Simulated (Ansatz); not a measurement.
**ClF (SMILES FCl) at B3LYP/STO-3G**

Aim: the electronic atomisation energy of ClF at B3LYP/STO-3G, from 3 runs. 

Program for the calculation: Ansatz 0.2.0.

35 further runs of the same task are left out: 3 that didn't finish, 32 set aside as unsound or not needed.

**1. The molecule**

ClF: 2 atoms, total charge 0, spin state singlet. SMILES: `FCl`. Geometry: relaxed at GFN2-xTB.

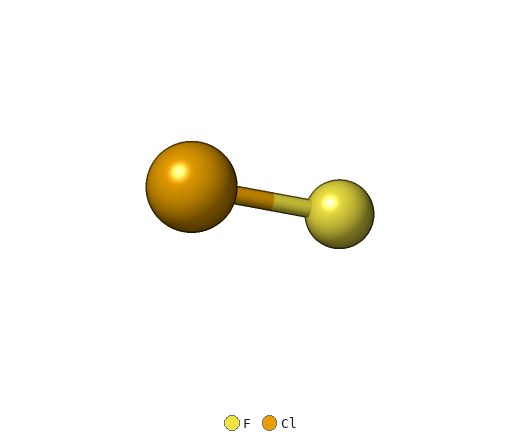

Viewed from a chosen angle; fluorine yellow, chlorine amber.

**2. A single-point energy at B3LYP/STO-3G**

molecule.yaml reads:

```yaml
crystal:
  periodic: [false, false, false]
  atoms:
    - {symbol: F, position_ang: [0.000000, 0.000000, 0.000000]}
    - {symbol: Cl, position_ang: [0.000000, 0.000000, 1.682250]}
basis:
  gaussian:
    orbitals: STO-3G
hamiltonian:
  xc: {name: B3LYP}
accuracy: high
```

Started as:

```bash
$ ansatz run molecule.yaml --threads 1 --pin off --max-ram 2610MiB --events-out events.jsonl --progress --plain --runs-dir runs
```

Standard output:

```text
Warning: RAYON_NUM_THREADS=1 ignored (pool sized by the plan → 1); use --threads N
Functional definition: B3LYP
  name "B3LYP"
  parameter a0 = 0.2
  parameter ax = 0.72
  parameter ac = 0.81
  exchange = (1 - a0 - ax)*slater_x + ax*b88_x + a0*exact_x
  correlation = (1 - ac)*vwn_rpa_c + ac*lyp_c
221 factors; integrals over basis functions are off by at most 3.3e-8 eV
mean field evaluation 1: about -15060.8551 eV, gradient 7.5e0 eV
mean field evaluation 2: about -15060.8921 eV, gradient 6.4e0 eV
mean field evaluation 4: about -15061.0684 eV, gradient 1.1e-2 eV
mean field evaluation 8: about -15061.0751 eV, gradient 6.3e-5 eV
mean field -15061.07510606 eV, -553.4843013843 hartree, gradient 9.0e-9 eV, S^2 0.000000; 0 other end points of the search recorded, 0 dependent functions left out
reference -15061.07512217 eV, -553.4843019765 hartree; 13, 13 occupied and 1, 1 virtual orbitals, 221 factors
Total energy: -15061.07512217 eV, -553.4843019765 hartree
```

It took 0.46 s on 1 thread of Arm Neoverse V1, shared host.

**3. The Cl atom, same level**

molecule.yaml reads:

```yaml
crystal:
  periodic: [false, false, false]
  atoms:
    - {symbol: Cl, position_ang: [0.000000, 0.000000, 0.000000]}
basis:
  gaussian: {orbitals: STO-3G}
hamiltonian: {xc: {name: B3LYP}}
accuracy: high
magnetization: {spin_polarized: true, initial_magnetization: 1}
```

Started as:

```bash
$ ansatz run molecule.yaml --threads 1 --pin off --max-ram 2610MiB --events-out events.jsonl --progress --plain --runs-dir runs
```

Standard output, shortened:

```text
Warning: RAYON_NUM_THREADS=1 ignored (pool sized by the plan → 1); use --threads N
[... 7 set-up lines as earlier in the session ...]
42 factors; integrals over basis functions are off by at most 4.6e-9 eV
mean field evaluation 1: about -12384.3964 eV, gradient 1.8e-1 eV
mean field evaluation 2: about -12384.3964 eV, gradient 2.3e-3 eV
mean field evaluation 4: about -12384.3968 eV, gradient 2.6e-8 eV
mean field -12384.39677959 eV, -455.1181872044 hartree, gradient 2.5e-8 eV, S^2 0.750000; 0 other end points of the search recorded, 0 dependent functions left out
reference -12384.39679573 eV, -455.1181877973 hartree; 9, 8 occupied and 0, 1 virtual orbitals, 42 factors
Total energy: -12384.39679573 eV, -455.1181877973 hartree
```

It took 0.3 s on 1 thread of Arm Neoverse V1, shared host.

**4. The F atom**

molecule.yaml reads:

```yaml
basis:
  gaussian:
    orbitals: STO-3G
crystal:
  periodic: [false, false, false]
  atoms:
    - symbol: F
      position_ang: [0.000000, 0.000000, 0.000000]
hamiltonian:
  xc: {name: B3LYP}
accuracy: high
magnetization:
  spin_polarized: true
  initial_magnetization: 1
```

Run the same way, it converges to -98.26898 Eh (log not shown).

**5. Summary of results**

Level: B3LYP/STO-3G.

| quantity | value |
| --- | --- |
| molecule: total energy | -553.48430 Eh |
| Cl atom: total energy | -455.11819 Eh |
| Cl atom: ⟨S²⟩ | 0.750 |
| F atom: total energy | -98.26898 Eh |
| F atom: ⟨S²⟩ | 0.750 |
| electronic atomisation energy | 2.643 eV |

**Reading.** Taking the molecule apart into free atoms costs 2.64 eV (255 kJ/mol), before zero-point energy and without spin-orbit coupling. In a minimal basis such a difference can be off by several eV, whatever the method.
